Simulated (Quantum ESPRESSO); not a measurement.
# Ba2Fe2Se2OF2: parallel and opposed starts

A self-consistent run ends on one state, which hangs on the start. Several orders of Ba2Fe2Se2OF2 are started in Quantum ESPRESSO and their energies compared.

Program: Quantum ESPRESSO 7.5. Level of theory: PBEsol with U = 4.5 eV on Fe d (ortho-atomic projectors); plane waves with GBRV 1.5 PBEsol potentials, no spin-orbit coupling. Results are calculated unless marked as measured.

**1. Starting point**

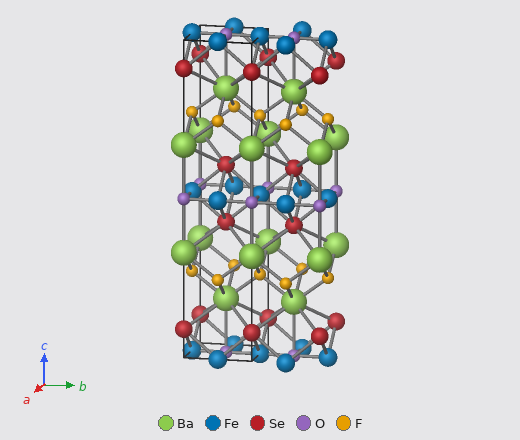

The cell as given, slightly off an axis (barium green, iron blue, selenium red, oxygen purple, fluorine orange). 1×2×1 cells are drawn. This picture shows the conventional cell, with its axes. Some periodic images of atoms are drawn too.

The cell comes from the Crystallography Open Database.

**2. Run 1 (ferro ++)**

The signs are those of the starting moments on the seeded atoms, the atoms that are given a moment.

The input, pw.in:

```
&CONTROL
  calculation = 'scf'
  prefix = 'pwscf'
  outdir = './tmp'
  pseudo_dir = './pseudo'
  disk_io = 'nowf'
/
&SYSTEM
  ibrav = 0
  celldm(1) = 8
  nat = 9
  ntyp = 5
  ecutwfc = 40
  ecutrho = 280
  nbnd = 59
  occupations = 'smearing'
  smearing = 'fd'
  degauss = 0.00367493
  nspin = 2
  starting_magnetization(1) = 0
  starting_magnetization(2) = 0.25
  starting_magnetization(3) = 0
  starting_magnetization(4) = 0
  starting_magnetization(5) = 0
/
&ELECTRONS
  conv_thr = 1.8d-08
  electron_maxstep = 150
  mixing_beta = 0.3
/
ATOMIC_SPECIES
Ba    137.3270 ba_pbesol_v1.uspp.F.UPF
Fe     55.8450 fe_pbesol_v1.5.uspp.F.UPF
Se     78.9710 se_pbesol_v1.uspp.F.UPF
O      15.9990 o_pbesol_v1.2.uspp.F.UPF
F      18.9984 f_pbesol_v1.4.uspp.F.UPF
CELL_PARAMETERS alat
  -0.4954153251472    0.4954153251472    2.3057020878090
   0.4954153251472   -0.4954153251472    2.3057020878090
   0.4954153251472    0.4954153251472   -2.3057020878090
ATOMIC_POSITIONS crystal
Ba      0.6694250000    0.6694250000    0.0000000000
Ba      0.3305750000    0.3305750000    0.0000000000
Fe      0.0000000000    0.5000000000    0.5000000000
Fe      0.5000000000    0.0000000000    0.5000000000
Se      0.0898200000    0.0898200000    0.0000000000
Se      0.9101800000    0.9101800000    0.0000000000
O       0.5000000000    0.5000000000    0.0000000000
F       0.2500000000    0.7500000000    0.5000000000
F       0.7500000000    0.2500000000    0.5000000000
K_POINTS automatic
6 6 6 0 0 0
HUBBARD {ortho-atomic}
U Fe-3d 4.5000
```

Launch:

```bash
$ OMP_NUM_THREADS=1 mpirun -n 4 pw.x -nk 4 -in pw.in > pw.out
```

The program printed:

```text
Program PWSCF v.7.5 starts

     Message from routine setup:
     using ibrav=0 with symmetry is DISCOURAGED, use correct ibrav instead

     K-points division:     npool     =       4
     Subspace diagonalization in iterative solution of the eigenvalue problem:

     G-vector sticks info
     --------------------
     sticks:   dense  smooth     PW     G-vecs:    dense   smooth      PW
     Sum        4611    2629    911                91755    39539    8099

     Using Slab Decomposition

     bravais-lattice index     =            0
     lattice parameter (alat)  =       8.0000  a.u.
     unit-cell volume          =    1158.9695 (a.u.)^3
     number of atoms/cell      =            9
     number of atomic types    =            5
     number of electrons       =        84.00
     number of Kohn-Sham states=           59
     kinetic-energy cutoff     =      40.0000  Ry
     charge density cutoff     =     280.0000  Ry
     scf convergence threshold =      1.8E-08
     mixing beta               =       0.3000
     number of iterations used =            8  plain     mixing
     Exchange-correlation= SLA  PW   PSX  PSC
                           (   1   4  10   8   0   0   0)
     Hubbard projectors: ortho-atomic
     Hubbard parameters of DFT+U (Dudarev formulation) in eV:
     U(Fe-3d) =  4.5000

     Internal variables: lda_plus_u =T, lda_plus_u_kind = 0

     Internal variables: orbital_resolved =F, hub_pot_fix =F, apply_U = F

     celldm(1)=   8.000000  celldm(2)=   0.000000  celldm(3)=   0.000000
     celldm(4)=   0.000000  celldm(5)=   0.000000  celldm(6)=   0.000000

     crystal axes: (cart. coord. in units of alat)
               a(1) = (  -0.495415   0.495415   2.305702 )
               a(2) = (   0.495415  -0.495415   2.305702 )
               a(3) = (   0.495415   0.495415  -2.305702 )

     reciprocal axes: (cart. coord. in units 2 pi/alat)
               b(1) = (  0.000000  1.009254  0.216854 )
               b(2) = (  1.009254  0.000000  0.216854 )
               b(3) = (  1.009254  1.009254  0.000000 )

     PseudoPot. # 1 for Ba read from file:
     ba_pbesol_v1.uspp.F.UPF
     Pseudo is Ultrasoft + core correction, Zval = 10.0
     Generated by new atomic code, or converted to UPF format
     Using radial grid of  907 points,  7 beta functions with:
                l(1) =   0
                l(2) =   0
                l(3) =   1
                l(4) =   1
                l(5) =   2
                l(6) =   2
                l(7) =   3
     Q(r) pseudized with  6 coefficients,  rinner =    1.700   1.700   1.700
                                                       1.700   1.700   1.700
                                                       1.700

     PseudoPot. # 2 for Fe read from file:
     fe_pbesol_v1.5.uspp.F.UPF
     Pseudo is Ultrasoft + core correction, Zval = 16.0
     Generated by new atomic code, or converted to UPF format
     Using radial grid of  861 points,  6 beta functions with:
                l(1) =   0
                l(2) =   0
                l(3) =   1
                l(4) =   1
                l(5) =   2
                l(6) =   2
     Q(r) pseudized with  8 coefficients,  rinner =    1.000   1.000   1.000
                                                       1.000   1.000

     PseudoPot. # 3 for Se read from file:
     se_pbesol_v1.uspp.F.UPF
     Pseudo is Ultrasoft + core correction, Zval =  6.0
     Generated by new atomic code, or converted to UPF format
     Using radial grid of  877 points,  6 beta functions with:
                l(1) =   0
                l(2) =   0
                l(3) =   1
                l(4) =   1
                l(5) =   2
                l(6) =   2
     Q(r) pseudized with  8 coefficients,  rinner =    1.300   1.300   1.300
                                                       1.300   1.300

     PseudoPot. # 4 for O  read from file:
     o_pbesol_v1.2.uspp.F.UPF
     Pseudo is Ultrasoft + core correction, Zval =  6.0
     Generated by new atomic code, or converted to UPF format
     Using radial grid of  737 points,  5 beta functions with:
                l(1) =   0
                l(2) =   0
                l(3) =   1
                l(4) =   1
                l(5) =   2
     Q(r) pseudized with  8 coefficients,  rinner =    0.900   0.900   0.900
                                                       0.900   0.900

     PseudoPot. # 5 for F  read from file:
     f_pbesol_v1.4.uspp.F.UPF
     Pseudo is Ultrasoft, Zval =  7.0
     Generated by new atomic code, or converted to UPF format
     Using radial grid of  799 points,  4 beta functions with:
                l(1) =   0
                l(2) =   0
                l(3) =   1
                l(4) =   1
     Q(r) pseudized with  8 coefficients,  rinner =    0.950   0.950   0.950

     atomic species   valence    mass     pseudopotential
     Ba               10.00   137.32700     Ba( 1.00)
     Fe               16.00    55.84500     Fe( 1.00)
     Se                6.00    78.97100     Se( 1.00)
     O                 6.00    15.99900     O ( 1.00)
     F                 7.00    18.99840     F ( 1.00)

     Starting magnetic structure
     atomic species   magnetization
     Ba              0.000
     Fe              0.250
     Se              0.000
     O               0.000
     F               0.000

     16 Sym. Ops., with inversion, found

   Cartesian axes

     site n.     atom                  positions (alat units)
         1        Ba     tau(   1) = (   0.0000000   0.0000000   3.0869892  )
         2        Ba     tau(   2) = (  -0.0000000  -0.0000000   1.5244149  )
         3        Fe     tau(   3) = (   0.4954153   0.0000000   0.0000000  )
         4        Fe     tau(   4) = (   0.0000000   0.4954153   0.0000000  )
         5        Se     tau(   5) = (   0.0000000   0.0000000   0.4141963  )
         6        Se     tau(   6) = (   0.0000000   0.0000000   4.1972079  )
         7        O      tau(   7) = (   0.0000000   0.0000000   2.3057021  )
         8        F      tau(   8) = (   0.4954153   0.0000000   1.1528510  )
         9        F      tau(   9) = (   0.0000000   0.4954153   1.1528510  )

     number of k points=    30  Fermi-Dirac smearing, width (Ry)=  0.0037
                       cart. coord. in units 2pi/alat
        k(    1) = (   0.0000000   0.0000000   0.0000000), wk =   0.0046296
        k(    2) = (   0.1682090   0.1682090   0.0000000), wk =   0.0185185
        k(    3) = (   0.3364181   0.3364181   0.0000000), wk =   0.0185185
        k(    4) = (  -0.5046271  -0.5046271   0.0000000), wk =   0.0092593
        k(    5) = (   0.1682090   0.0000000   0.0361423), wk =   0.0370370
        [... 25 further k-points ...]

     Dense  grid:    91755 G-vectors     FFT dimensions: ( 108, 108, 108)

     Smooth grid:    39539 G-vectors     FFT dimensions: (  80,  80,  80)

     Check: negative core charge=   -0.000013
     Generating pointlists ...
     new r_m :   0.2554 (alat units)  2.0436 (a.u.) for type    1
     new r_m :   0.2044 (alat units)  1.6349 (a.u.) for type    2
     new r_m :   0.2664 (alat units)  2.1310 (a.u.) for type    3
     new r_m :   0.2044 (alat units)  1.6349 (a.u.) for type    4
     new r_m :   0.2554 (alat units)  2.0436 (a.u.) for type    5

     Initial potential from superposition of free atoms

     starting charge      81.9722, renormalised to      84.0000

     negative rho (up, down):  9.842E-02 9.842E-02

     STARTING HUBBARD OCCUPATIONS:

     =================== HUBBARD OCCUPATIONS ===================
     ------------------------ ATOM    3 ------------------------
     Tr[ns(  3)] (up, down, total) =   5.00000  0.00000  5.00000
     Atomic magnetic moment for atom   3 =   5.00000
     [... lines left out ...]
     ------------------------ ATOM    4 ------------------------
     Tr[ns(  4)] (up, down, total) =   5.00000  0.00000  5.00000
     Atomic magnetic moment for atom   4 =   5.00000
     [... lines left out ...]
     Number of occupied Hubbard levels =   10.0000

     Atomic wfc used for Hubbard projectors are orthogonalized

     Starting wfcs are   72 randomized atomic wfcs

     Self-consistent Calculation

     iteration #  1     ecut=    40.00 Ry     beta= 0.30
     Davidson diagonalization with overlap
     ethr =  1.00E-02,  avg # of iterations =  4.7

     =================== HUBBARD OCCUPATIONS ===================
     ------------------------ ATOM    3 ------------------------
     Tr[ns(  3)] (up, down, total) =   4.96325  4.74953  9.71279
     Atomic magnetic moment for atom   3 =   0.21372
     [... lines left out ...]
     ------------------------ ATOM    4 ------------------------
     Tr[ns(  4)] (up, down, total) =   4.96325  4.74953  9.71279
     Atomic magnetic moment for atom   4 =   0.21372
     [... lines left out ...]
     Number of occupied Hubbard levels =   19.4256

     negative rho (up, down):  9.419E-02 9.420E-02

     total energy              =    -818.60531709 Ry
     estimated scf accuracy    <      85.53718519 Ry

     total magnetization       =     0.33 Bohr mag/cell
     absolute magnetization    =     1.45 Bohr mag/cell

     iteration #  2     ecut=    40.00 Ry     beta= 0.30
     Davidson diagonalization with overlap
     ethr =  1.00E-02,  avg # of iterations =  7.3

     negative rho (up, down):  6.943E-02 6.968E-02

     total energy              =    -828.98312185 Ry
     estimated scf accuracy    <     617.04369053 Ry

     total magnetization       =     0.03 Bohr mag/cell
     absolute magnetization    =     0.19 Bohr mag/cell

     iteration #  3     ecut=    40.00 Ry     beta= 0.30
     Davidson diagonalization with overlap
     ethr =  1.00E-02,  avg # of iterations =  7.9

     negative rho (up, down):  7.273E-02 7.286E-02

     total energy              =    -856.94112358 Ry
     estimated scf accuracy    <      13.08838200 Ry

     total magnetization       =     5.34 Bohr mag/cell
     absolute magnetization    =     5.56 Bohr mag/cell

     [... further iterations left out ...]

     iteration # 16     ecut=    40.00 Ry     beta= 0.30
     Davidson diagonalization with overlap
     ethr =  6.40E-10,  avg # of iterations =  2.8

     negative rho (up, down):  8.860E-02 8.881E-02

     total energy              =    -857.24278263 Ry
     estimated scf accuracy    <       0.00000014 Ry

     total magnetization       =     8.00 Bohr mag/cell
     absolute magnetization    =     8.04 Bohr mag/cell

     iteration # 17     ecut=    40.00 Ry     beta= 0.30
     Davidson diagonalization with overlap
     ethr =  1.69E-10,  avg # of iterations =  3.2

     negative rho (up, down):  8.860E-02 8.882E-02

     total energy              =    -857.24278289 Ry
     estimated scf accuracy    <       0.00000006 Ry

     total magnetization       =     8.00 Bohr mag/cell
     absolute magnetization    =     8.04 Bohr mag/cell

     iteration # 18     ecut=    40.00 Ry     beta= 0.30
     Davidson diagonalization with overlap
     ethr =  7.23E-11,  avg # of iterations =  2.3

     negative rho (up, down):  8.860E-02 8.882E-02

     total energy              =    -857.24278301 Ry
     estimated scf accuracy    <       0.00000003 Ry

     total magnetization       =     8.00 Bohr mag/cell
     absolute magnetization    =     8.04 Bohr mag/cell

     iteration # 19     ecut=    40.00 Ry     beta= 0.30
     Davidson diagonalization with overlap
     ethr =  3.78E-11,  avg # of iterations =  2.4

     negative rho (up, down):  8.860E-02 8.882E-02

     Magnetic moment per site  (integrated on atomic sphere of radius R)
     atom   1 (R=0.255)  charge=  6.2528  magn=  0.0087
     atom   2 (R=0.255)  charge=  6.2528  magn=  0.0087
     atom   3 (R=0.204)  charge= 13.3843  magn=  3.4026
     atom   4 (R=0.204)  charge= 13.3843  magn=  3.4026
     atom   5 (R=0.266)  charge=  4.4111  magn=  0.0944
     atom   6 (R=0.266)  charge=  4.4111  magn=  0.0944
     atom   7 (R=0.204)  charge=  5.6698  magn=  0.1879
     atom   8 (R=0.255)  charge=  7.3582  magn=  0.0023
     atom   9 (R=0.255)  charge=  7.3582  magn=  0.0023

     End of self-consistent calculation

     =================== HUBBARD OCCUPATIONS ===================
     ------------------------ ATOM    3 ------------------------
     Tr[ns(  3)] (up, down, total) =   4.92836  1.22441  6.15276
     Atomic magnetic moment for atom   3 =   3.70395
     [... lines left out ...]
     ------------------------ ATOM    4 ------------------------
     Tr[ns(  4)] (up, down, total) =   4.92836  1.22441  6.15276
     Atomic magnetic moment for atom   4 =   3.70395
     [... lines left out ...]
     Number of occupied Hubbard levels =   12.3055

     [... lines left out ...]
     the Fermi energy is     9.4525 ev

!    total energy              =    -857.24278312 Ry
     estimated scf accuracy    <       0.00000001 Ry
     smearing contrib. (-TS)   =      -0.00000000 Ry
     internal energy E=F+TS    =    -857.24278312 Ry

     The total energy is F=E-TS. E is the sum of the following terms:
     one-electron contribution =    -581.01151006 Ry
     hartree contribution      =     330.26141586 Ry
     xc contribution           =    -198.05967444 Ry
     ewald contribution        =    -408.56335361 Ry
     Hubbard energy            =       0.13033914 Ry

     total magnetization       =     8.00 Bohr mag/cell
     absolute magnetization    =     8.04 Bohr mag/cell

     convergence has been achieved in  19 iterations

=------------------------------------------------------------------------------=
   JOB DONE.
=------------------------------------------------------------------------------=
```

Wall time 12 min (4 MPI ranks of Intel Xeon Platinum 8488C (Sapphire Rapids), shared host); peak memory 2.3 GiB.

Spin moment in the atom's sphere by atom:

```tsv
atom	spin moment in the atom's sphere (μB)
Ba1	0.01
Ba2	0.01
Fe3	3.40
Fe4	3.40
Se5	0.09
Se6	0.09
O7	0.19
F8	0.00
F9	0.00
```

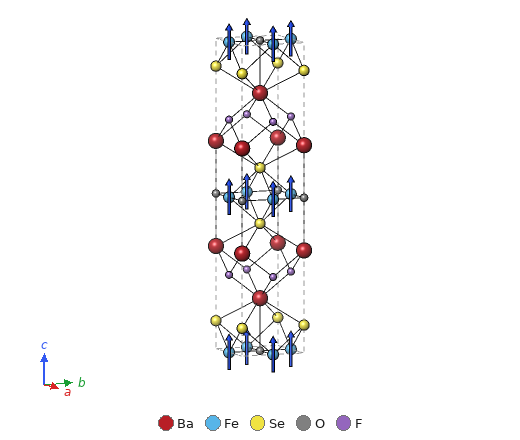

Spin moment in the atom's sphere as arrows, the longest 3.40 μB. Up and down stand for the sign. Arrows give size and sign along the axis of quantisation, drawn up and down the page. Some periodic images of atoms are drawn too.

This step gave:

* smearing term TS: 3.66e-8 eV
* magnetization: 8 μB
* absolute magnetization: 8.04 μB
* final state: ferromagnetic

[end of part 1 of 3]

[Logs and program files are shortened in this print: banners, set-up blocks, solver, clock and traceback lines can be left out without a mark of their own.]

[Logs are printed without paths, hosts, clocks, repeated set-up lines and the standing remarks that a program may print on its own settings, such as how far it seeks lower states.]

[Hosts, paths, dates, database ids (printed as entryN), source tags and the programs' standing remarks are cut or masked in the printed files.]

[Where a cell is said to come from a database of computed structures, the database is the Materials Project.]
